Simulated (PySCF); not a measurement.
**BNH4: a changed input and its effect**

System: BNH4.
Method of the first run: GIAO PBE0/pcSseg-1 NMR shielding, non-relativistic, gas phase (PySCF 2.14.0).

The geometry comes from this level: GFN2-xTB, MD frame at 425 fs, 300 K. Text and figures count atoms from 1; the logs count them from 0 in places.

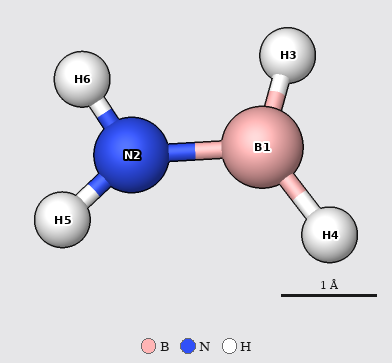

**Figure 1.** The structure (ball-and-stick view, seen at a tilt; atoms are numbered from 1 in the order of the input). Bond lengths as drawn: B–H 1.11 to 1.18 Å, B–N 1.38 Å and H–N 0.95 to 1.01 Å.

**The input, the first run**
```
{"job": {"kind": "nmr", "xc": "PBE0", "basis": "pcSseg-1", "pop": false}, "charge": 0, "multiplicity": 1}
B     -0.666900    -0.189200    -0.096000
N      0.654700     0.159500     0.072800
H     -0.693700    -1.294500    -0.227600
H     -1.517300     0.579600    -0.369500
H      1.243000     0.974500     0.043800
H      1.262800    -0.465300     0.455600
```

The first line tells a small driver script what to run in PySCF; the rest is the geometry in Å.

Command:
```bash
OMP_NUM_THREADS=1 python <driver script> task.json out
```

Hardware: 1 CPU thread, shared host.

**Output (the first run)**
```
coarse grid: 4632 points
cycle   1  E = -81.8606272643  dE =  9.042e-02  |g| = 3.440e-01  |ddm| = 1.875e+00
cycle   2  E = -81.8553784340  dE =  5.249e-03  |g| = 4.013e-01  |ddm| = 5.037e-01
cycle   3  E = -81.8888804320  dE = -3.350e-02  |g| = 5.760e-02  |ddm| = 2.527e-01
cycle   4  E = -81.8897259870  dE = -8.456e-04  |g| = 1.006e-02  |ddm| = 4.738e-02
cycle   5  E = -81.8897518753  dE = -2.589e-05  |g| = 1.191e-03  |ddm| = 8.343e-03
cycle   6  E = -81.8897523032  dE = -4.280e-07  |g| = 1.273e-04  |ddm| = 1.706e-03
final grid: 43688 points
cycle   7  E = -81.8975771219  dE = -1.396e-05  |g| = 5.789e-03  |ddm| = 1.218e-02
cycle   8  E = -81.8975725137  dE =  4.608e-06  |g| = 7.618e-03  |ddm| = 7.862e-03
cycle   9  E = -81.8975842897  dE = -1.178e-05  |g| = 7.184e-04  |ddm| = 4.290e-03
cycle  10  E = -81.8975844350  dE = -1.453e-07  |g| = 7.175e-05  |ddm| = 5.987e-04
cycle  11  E = -81.8975844362  dE = -1.188e-09  |g| = 8.527e-06  |ddm| = 5.417e-05
cycle  12  E = -81.8975844362  dE = -1.732e-11  |g| = 1.355e-06  |ddm| = 7.755e-06
converged SCF energy = -81.8975844362

GIAO shielding tensors (ppm)
atom      isotropic    diamagn.    paramagn.     s11        s22        s33       span
  0 B       63.973     195.774    -131.802     25.956     36.131    129.832    103.876
  1 N      153.204     315.056    -161.852     47.789    167.318    244.503    196.714
  2 H       27.569      31.925      -4.356     24.431     27.512     30.763      6.332
  3 H       26.755      29.755      -3.000     25.216     27.235     27.813      2.598
  4 H       27.688      30.807      -3.120     23.788     24.523     34.752     10.964
  5 H       29.242      33.720      -4.477     24.639     27.621     35.467     10.828
```

For the second run the input was changed thus:
```diff
-B     -0.666900    -0.189200    -0.096000
-N      0.654700     0.159500     0.072800
-H     -0.693700    -1.294500    -0.227600
-H     -1.517300     0.579600    -0.369500
-H      1.243000     0.974500     0.043800
-H      1.262800    -0.465300     0.455600
+B     -0.715100    -0.075800     0.098100
+N      0.710000     0.082800    -0.039900
+H     -1.097300    -1.144600     0.342200
+H     -1.265800     0.890800    -0.130900
+H      1.182000     0.687100    -0.722500
+H      1.248100    -0.805000    -0.069400
```

Predict how the results change.

With the same method and basis, the second run lies 5.4 kcal/mol lower. The HOMO goes from −8.30 to −8.38 eV. The LUMO goes from 0.23 to −0.09 eV. The dipole moment goes from 2.09 to 1.78 D. Of all shieldings, the largest change is that of N2, by −14.6 ppm. The number of SCF iterations is the same.

**Output (the second run)**
```
coarse grid: 4632 points
cycle   1  E = -81.8763018458  dE = -5.292e-02  |g| = 3.027e-01  |ddm| = 1.846e+00
cycle   2  E = -81.8689564274  dE =  7.345e-03  |g| = 3.771e-01  |ddm| = 4.627e-01
cycle   3  E = -81.8989546530  dE = -3.000e-02  |g| = 5.665e-02  |ddm| = 2.395e-01
cycle   4  E = -81.8997899082  dE = -8.353e-04  |g| = 1.085e-02  |ddm| = 4.929e-02
cycle   5  E = -81.8998211348  dE = -3.123e-05  |g| = 1.121e-03  |ddm| = 8.741e-03
cycle   6  E = -81.8998214783  dE = -3.436e-07  |g| = 1.269e-04  |ddm| = 1.333e-03
final grid: 43688 points
cycle   7  E = -81.9062535529  dE = -1.334e-05  |g| = 6.287e-03  |ddm| = 1.230e-02
cycle   8  E = -81.9062454226  dE =  8.130e-06  |g| = 9.018e-03  |ddm| = 8.932e-03
cycle   9  E = -81.9062622626  dE = -1.684e-05  |g| = 7.696e-04  |ddm| = 5.078e-03
cycle  10  E = -81.9062624375  dE = -1.749e-07  |g| = 1.044e-04  |ddm| = 6.893e-04
cycle  11  E = -81.9062624401  dE = -2.600e-09  |g| = 1.479e-05  |ddm| = 7.771e-05
cycle  12  E = -81.9062624401  dE = -5.414e-11  |g| = 1.422e-06  |ddm| = 1.245e-05
converged SCF energy = -81.9062624401

GIAO shielding tensors (ppm)
atom      isotropic    diamagn.    paramagn.     s11        s22        s33       span
  0 B       54.045     195.771    -141.726     11.486     25.979    124.670    113.183
  1 N      138.569     316.773    -178.204     21.695    166.732    227.281    205.586
  2 H       26.384      30.584      -4.200     23.139     27.463     28.550      5.411
  3 H       26.825      31.140      -4.315     22.973     27.878     29.624      6.651
  4 H       26.950      30.100      -3.150     23.675     24.204     32.971      9.296
  5 H       26.980      30.181      -3.201     22.714     24.976     33.249     10.535
```

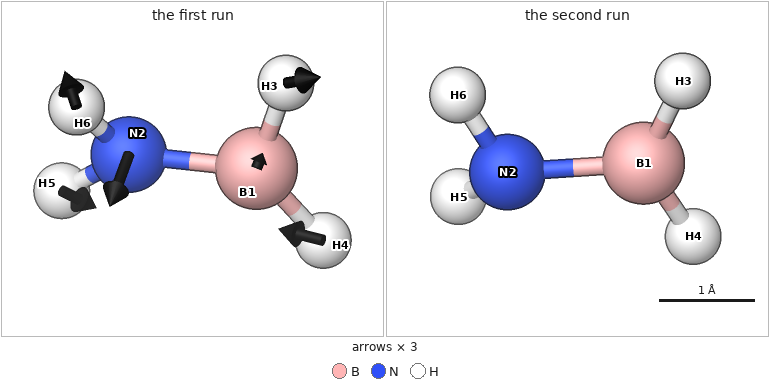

**Figure 2.** The two input geometries at one scale (ball-and-stick view, seen at a tilt). The black arrows on the first give the shifts of the atoms after the best rigid fit, magnified 3 times. The atom that moves furthest after the best rigid fit is N2 (0.25 Å). By element the largest moves are N 0.25 Å, H 0.18 Å, B 0.06 Å. Among the contacts that change: N2–H6 0.952 → 1.039 Å, B1–N2 1.377 → 1.441 Å, B1–H3 1.113 → 1.161 Å, B1–H4 1.179 → 1.136 Å.

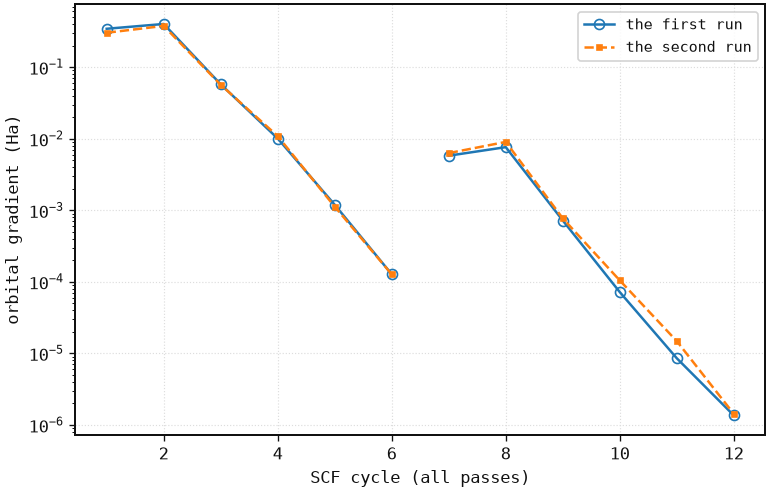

**Figure 3.** Convergence of the two runs: orbital gradient against the SCF cycle. A break in a curve parts two SCF passes (coarse and final grid). The first run takes 12 cycles in all, and the second run takes 12.

**The two runs side by side**

| quantity | the first run | the second run |
| --- | --- | --- |
| outcome | converged | converged |
| total energy (hartree) | −81.897584 | −81.906262 |
| HOMO (eV) | −8.30 | −8.38 |
| LUMO (eV) | 0.23 | −0.09 |
| dipole moment (D) | 2.09 | 1.78 |
| shielding of B1 (ppm) | 64.0 | 54.0 |
| shielding of N2 (ppm) | 153.2 | 138.6 |
| shielding of H3 (ppm) | 27.6 | 26.4 |
| shielding of H4 (ppm) | 26.8 | 26.8 |
| shielding of H5 (ppm) | 27.7 | 26.9 |
| shielding of H6 (ppm) | 29.2 | 27.0 |
| SCF iterations | 12 | 12 |
| basis functions | 54 | 54 |
| wall time (shared host) | 2.9 s | 5.7 s |
